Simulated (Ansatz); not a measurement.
# The perfect Pd wire along [110], 4 atoms a period, part 2 of 2

Wanted: the relaxed geometry and the bands of the Pd wire along [110], 4 atoms a period.

Ansatz 0.2.0; DFT PBE, plane waves, PAW; relaxation of a wire's period; PAW set soft_1 (the session's first sound run).

So far: Starting point; Relaxation of atoms and period.

## (2) Relaxation of atoms and period (continued)

The steps of the relaxation:

| step | energy less that of the first step (eV) | largest force component (eV/Å) | pressure (GPa) | volume (Å³) |
| --- | --- | --- | --- | --- |
| 1 | 0.0000 | 0.5833 | -1.95 | 286.83 |
| 2 | -0.1746 | 0.8025 | 0.93 | 273.03 |
| 3 | -0.2619 | 0.0752 | -0.08 | 270.58 |
| 4 | -0.2672 | 0.0238 | 0.05 | 267.80 |
| 5 | -0.2679 | 0.0036 | -0.01 | 268.10 |
| 6* | -0.2651 | 0.0030 | 0.00 | 268.10 |

Relaxation steps marked * repeat the geometry before them on a plane-wave basis chosen anew for their cell, so energy and pressure can jump there.

Forces are held to the 8 operations that the run works with; a distortion that breaks them can't arise in this run.

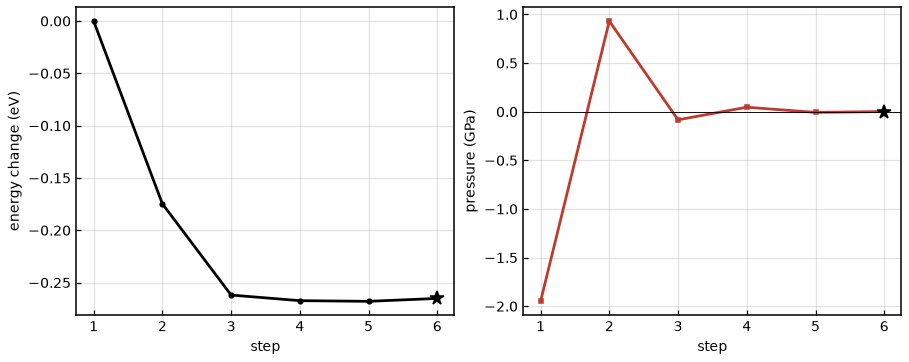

Energy and pressure along the relaxation. Stars mark steps on a basis chosen anew.

| cell as run | before | after | change |
| --- | --- | --- | --- |
| c (Å) | 2.786 | 2.604 | -6.5 % |

The atoms that moved most (Å, along periodic axes as changes of fractional coordinates times the final cell, across vacuum about the mean position):

| atom | dx | dy | dz | length |
| --- | --- | --- | --- | --- |
| Pd4 | 0.000 | -0.017 | 0.000 | 0.017 |
| Pd3 | 0.000 | 0.017 | 0.000 | 0.017 |
| Pd2 | -0.005 | 0.000 | 0.000 | 0.005 |
| Pd1 | 0.005 | 0.000 | 0.000 | 0.005 |

The relaxed structure:

```cif
data_structure
_symmetry_space_group_name_H-M 'P 1'
_symmetry_Int_Tables_number 1
_cell_length_a 10.7400
_cell_length_b 9.5860
_cell_length_c 2.6041
_cell_angle_alpha 90.000
_cell_angle_beta 90.000
_cell_angle_gamma 90.000
_cell_volume 268.10
loop_
_atom_site_label
_atom_site_type_symbol
_atom_site_fract_x
_atom_site_fract_y
_atom_site_fract_z
_atom_site_occupancy
Pd1 Pd 0.31704 0.50000 0.00000 1
Pd2 Pd 0.68296 0.50000 0.00000 1
Pd3 Pd 0.50000 0.35645 0.50000 1
Pd4 Pd 0.50000 0.64355 0.50000 1
```

Numbers from this step:

```yaml
energy_at_zero_smearing: -27887.0857 eV
cell_length_along_the_wire: 2.604 Å
```

The cell's length comes to 2.604 Å with spin left out.

## (3) The wire at its relaxed period

This step: DFT PBE, plane waves, PAW; bands of a perfect wire; PAW set soft_1 (Ansatz 0.2.0).

At the relaxed period the bands are computed along the axis; those that cross an energy going forward count the channels that a perfect wire would open there.

Contents of input.yaml:

```yaml
crystal:
  lattice:
    - [10.74, 0.0, 0.0]
    - [0.0, 9.586, 0.0]
    - [0.0, 0.0, 2.6040693527]
  atoms:
    - { symbol: Pd, position: [0.317040225, 0.5, 0.0] }
    - { symbol: Pd, position: [0.682959775, 0.5, 0.0] }
    - { symbol: Pd, position: [0.5, 0.356447617, 0.5] }
    - { symbol: Pd, position: [0.5, 0.643552383, 0.5] }
kpoints:
  mp_grid: { grid: [1, 1, 31] }
  band_path: { path: ["Γ", Z], npoints: 90 }
scf:
  occupations: { method: fermi_dirac, width: 0.05 }
hamiltonian:
  xc: pbe
  pseudopotentials: { kind: paw, azcp: { folder: soft_1 } }
output:
  dos: { e_range: [-5, 4] }
  write_potential: true
  write_density: true
  volumetric_format: npy
```

Started as:

```sh
$ ansatz run input.yaml --threads 4 --pin off --max-ram 16384MiB --backend cpu --events-out ev --progress --plain --runs-dir out
```

Numbers of over 12 decimals in the logs are rounded to 6 here.

Log:

```text
[...]
Crystal: 4 atoms, lattice volume = 268.098 Å³
Basis set: ecut = 420 eV, 5271 PW (Γ)
Bands: 44, of which v1, the nominal top of the filled ones, is band 36 counted from 1 (35 counted from 0)
Symmetry: 8 space group operations
[...]
k-points: 16 of 31
[...]
SCF iter   1: F=—  HF=-27890.581359 eV  |F-HF|=—  |Δ(HF+E_count)|=         —  Δρ=7.37e-2  dr2=1.75e1  ethr=3.10e-3  ⟨swp⟩=7.1  Hψ=2814  notcnv=0
[...]
SCF iter  10: F=-27887.120511 eV  HF=-27887.120511 eV  |F-HF|=1.08e-8  |Δ(HF+E_count)|=   4.85e-7  Δρ=4.62e-6  dr2=4.41e-8  ethr=1.39e-10  ⟨swp⟩=13.2  Hψ=2553  notcnv=0
SCF 1 converged in 10 iterations: F = -27887.120511 eV  dr2 = 4.41e-8
[...]
NSCF: frozen V_eff on 91 k-points
WARN: The output density's exchange-correlation potential varies sharply where the density is thin. Do not read a vacuum level from v_tot or v_xc, or from such a field of the output density. On a cell that repeats whose density bears no net charge and no dipole along the vacuum's axis use v_es (v_loc + v_h of the components); under efield.dipole_correction with no amplitude use v_es + v_field, which holds any externa [...]
SCF converged after 10 iterations
Free energy (F): -27887.120511 eV
[...]
Internal energy: -27887.058783 eV  (E = F + TS)
E sigma→0 (E₀):  -27887.089647 eV
Entropy (-TS):   -0.061727 eV (-15.432 meV/atom)
Fermi energy:    0.578575 eV
[...]
--- Band table (eV; the first three rows and the last of 16) ---
  k-point 0: bands = [... 32 lower, 0.0325, 0.3591, 0.5680, 0.6534, 0.8024, 0.8167, 0.9140, 2.1619, ... 4 higher]
  k-point 1: bands = [... 32 lower, 0.0390, 0.3999, 0.5455, 0.6019, 0.7597, 0.7734, 0.9650, 2.2110, ... 4 higher]
  k-point 2: bands = [... 32 lower, 0.0426, 0.4707, 0.4861, 0.5028, 0.6163, 0.6996, 1.0966, 2.3404, ... 4 higher]
  k-point 15: bands = [... 32 lower, 0.2706, 0.3102, 0.8292, 0.8725, 3.9216, 4.7310, 4.8042, 5.7120, ... 4 higher]
```

It took 17 s on 4 threads of Arm Neoverse N1, shared host; peak memory 0.79 GiB.

Numbers from this step:

- energy at zero smearing: -27887.0896 eV
- band gap: 0 eV

The electronic bands at the labelled points (eV, zero at the Fermi level):

| point | band 34 | band 35 | band 36 | band 37 | band 38 | band 39 | band 40 | band 41 |
| --- | --- | --- | --- | --- | --- | --- | --- | --- |
| Γ | -0.22 | -0.01 | 0.07 | 0.22 | 0.24 | 0.34 | 1.58 | 2.42 |
| Z | -0.27 | 0.26 | 0.30 | 3.56 | 4.03 | 4.20 | 5.19 | 7.27 |

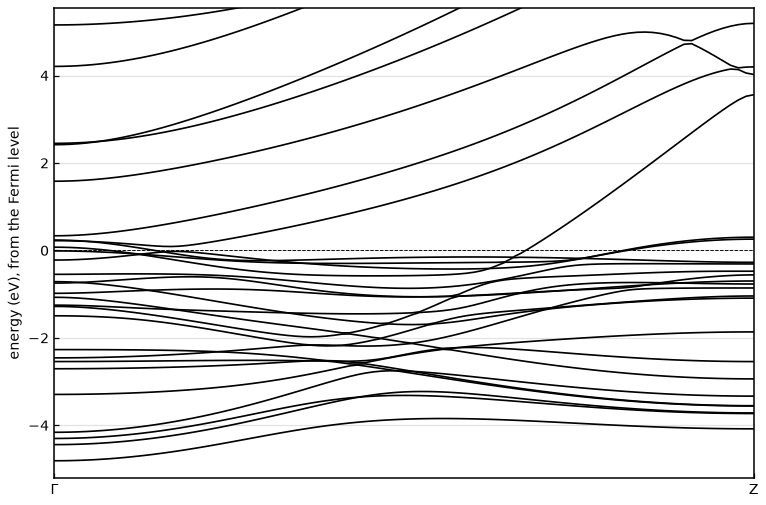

Electronic bands along the path.

Between Γ and Z the bands cross the Fermi level 5 times, so a perfect wire would conduct at least 5 G₀, with spin left out.

## (4) Results

```yaml
cell_length_pbe: 2.604 Å
ballistic_conductance_by_band_crossings_a_lower_bound_pbe: 5 G₀
```

Under PBE the cell's length is 2.60 Å, and the bands cross the Fermi level 5 times between Γ and Z, which gives a perfect wire at least 5 G₀ (opposite crossings within one step of the path cancel in such a count). No spin was allowed, though thin wires with open d shells can turn magnetic.

[Logs are printed without paths, hosts, clocks, repeated set-up lines and the standing remarks that a program may print on its own settings, such as how far it seeks lower states.]

[Hosts, paths, dates, database ids (printed as entryN), source tags and the programs' standing remarks are cut or masked in the printed files.]
